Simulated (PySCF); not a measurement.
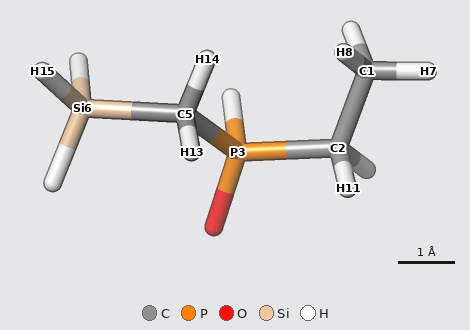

Figure 1. The structure as given in the input (stick view, seen at a tilt; atoms are numbered from 1 in the order of the input).

Excited-state calculation of C3H11OPSi

The run: excited-state calculation of C3H11OPSi. Method and program: TDDFT PBE0/def2-SVPD, vertical, gas phase, core orbitals frozen in the response (PySCF 2.14.0).

The geometry comes from this level: GFN2-xTB.

Input
```
{"job": {"kind": "uv", "xc": "PBE0", "basis": "def2-SVPD", "nstates": 8, "ntriplets": 3}, "charge": 0, "multiplicity": 1}
C     -2.252858    -0.186703     0.874718
C     -1.742689     0.643349    -0.290858
P     -0.080564     0.169599    -0.905918
O      0.332286     0.937898    -2.082700
C      1.095807     0.208589     0.472485
Si     2.750650    -0.492757    -0.158346
H     -3.292129     0.056130     1.087949
H     -1.669246     0.002831     1.772446
H     -2.189327    -1.247744     0.640903
H     -2.403879     0.553303    -1.158911
H     -1.691103     1.707512    -0.037430
H     -0.234881    -1.199264    -1.155796
H      1.202468     1.252560     0.772055
H      0.706302    -0.360031     1.313398
H      3.643536    -0.548306     1.002755
H      3.306241     0.364361    -1.197247
H      2.512387    -1.849297    -0.660490
```

The first line tells a small driver script what to run in PySCF; the rest is the geometry in Å.

Hardware: 1 CPU thread, shared host.

Launch command:
```bash
OMP_NUM_THREADS=1 python <driver script> task.json out
```

What the program printed
```
coarse grid: 14416 points
cycle   1  E = -825.9420843531  dE =  5.877e-01  |g| = 8.874e-01  |ddm| = 5.131e+00
cycle   2  E = -825.3106199558  dE =  6.315e-01  |g| = 1.922e+00  |ddm| = 2.980e+00
cycle   3  E = -826.1004405206  dE = -7.898e-01  |g| = 2.020e-01  |ddm| = 2.339e+00
cycle   4  E = -826.1088395512  dE = -8.399e-03  |g| = 8.969e-02  |ddm| = 3.334e-01
cycle   5  E = -826.1109043442  dE = -2.065e-03  |g| = 8.285e-03  |ddm| = 1.212e-01
cycle   6  E = -826.1109223118  dE = -1.797e-05  |g| = 3.477e-03  |ddm| = 2.123e-02
cycle   7  E = -826.1109255139  dE = -3.202e-06  |g| = 8.146e-04  |ddm| = 5.816e-03
final grid: 127776 points
cycle   8  E = -826.2174172058  dE = -2.204e-05  |g| = 1.009e-02  |ddm| = 9.243e-02
cycle   9  E = -826.2173799223  dE =  3.728e-05  |g| = 1.662e-02  |ddm| = 2.699e-02
cycle  10  E = -826.2174397082  dE = -5.979e-05  |g| = 2.410e-03  |ddm| = 1.692e-02
cycle  11  E = -826.2174409264  dE = -1.218e-06  |g| = 1.457e-04  |ddm| = 2.514e-03
cycle  12  E = -826.2174409323  dE = -5.837e-09  |g| = 5.396e-05  |ddm| = 4.093e-04
cycle  13  E = -826.2174409331  dE = -7.969e-10  |g| = 1.585e-05  |ddm| = 1.265e-04
```

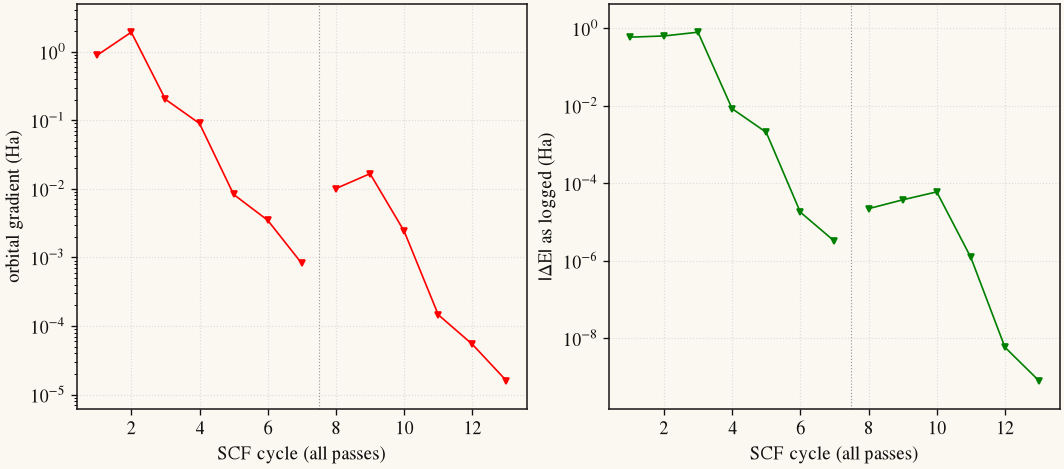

Figure 2. Convergence of the self-consistent field: orbital gradient and size of the energy change against the SCF cycle. The dotted line marks the change from a coarse to the final integration grid. The first 7 cycles use a coarse grid, the final grid takes over at cycle 8, and the field converges after 13 cycles in all.

```
converged SCF energy = -826.2174409331

Static polarisability (au): isotropic 90.248, principal 77.210 85.870 107.663

Singlet excitations
state   eV       nm        f      main configurations
  1   6.9100    179.4   0.00942   H->L 0.93
  2   6.9549    178.3   0.00317   H->L+1 0.68, H->L+3 0.12
  3   7.0591    175.6   0.00692   H-1->L+1 0.66, H-1->L+3 0.12, H-1->L 0.09
  4   7.1660    173.0   0.01721   H-1->L 0.81
  5   7.4540    166.3   0.00281   H->L+3 0.66, H->L+1 0.20
  6   7.5329    164.6   0.00876   H-1->L+3 0.56, H-1->L+4 0.22, H-1->L+1 0.12
  7   7.6127    162.9   0.00914   H->L+2 0.67, H->L+4 0.18
  8   7.7662    159.6   0.01100   H-1->L+2 0.78

Triplet excitations (Tamm-Dancoff, eV): 6.6296 6.7633 6.8188
```

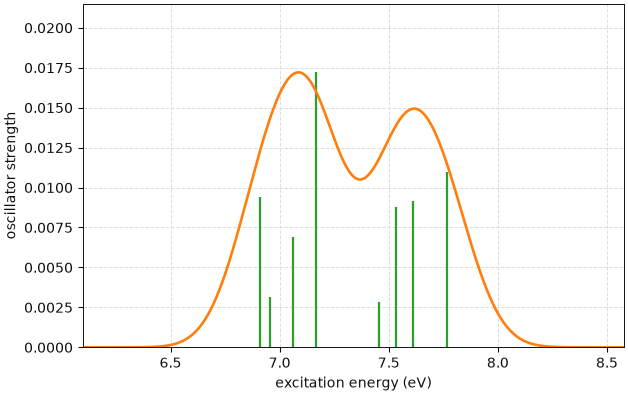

Figure 3. Computed excitations as sticks (degenerate states added up, dark ones marked on the axis), with a Gaussian envelope of 0.35 eV full width at half maximum, scaled to the tallest. Of the 8 states the lowest lies at 6.91 eV (f = 0.009); the strongest line is at 7.17 eV, or 173 nm (f = 0.017).

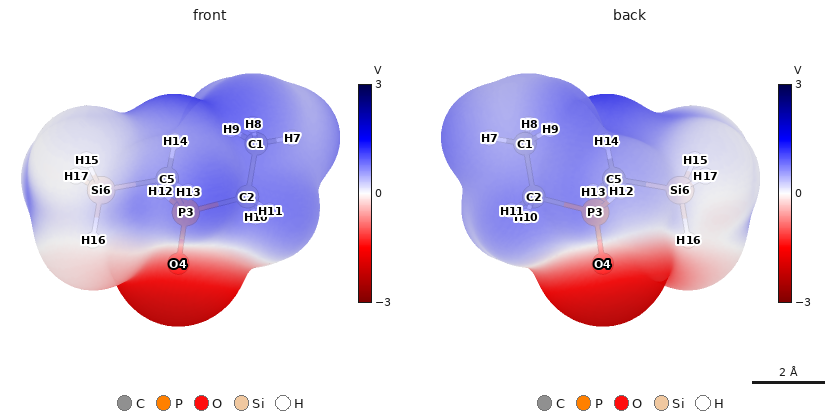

Figure 4. The molecular electrostatic potential painted on the density surface at 0.001 e/bohr³, seen at a tilt and from behind; the colour scale runs from red (negative) to blue (positive). Its dipole moment is 4.27 D.

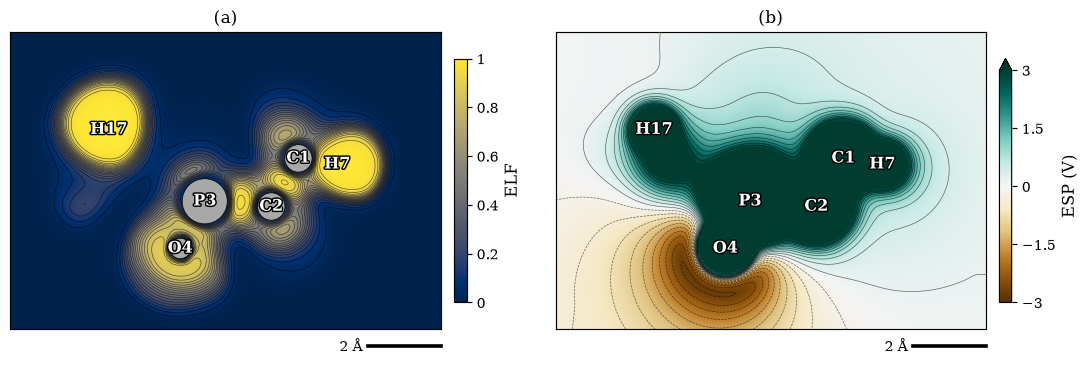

Figure 5. (a) electron localisation function; (b) electrostatic potential on the plane of atoms C1, C2 and P3. Grey discs, where drawn, cover atomic cores. The plane passes through C, P, O and H nuclei. C–P (1.83 Å): the ELF peaks at about 0.95 between the atoms (a covalent bond). C–H (1.09 Å): the ELF climbs to about 1 towards the hydrogen, as it does in any bond to H; a covalent bond by its length.

Key numbers

| quantity | value |
| --- | --- |
| outcome | converged |
| total energy | −826.217441 hartree |
| HOMO | −7.67 eV |
| LUMO | 0.27 eV |
| dipole moment | 4.27 D |
| mean polarisability | 90.25 a.u. |
| lowest singlet excitation | 6.91 eV |
| wall time | 63 s |
| peak memory | 0.85 GiB |
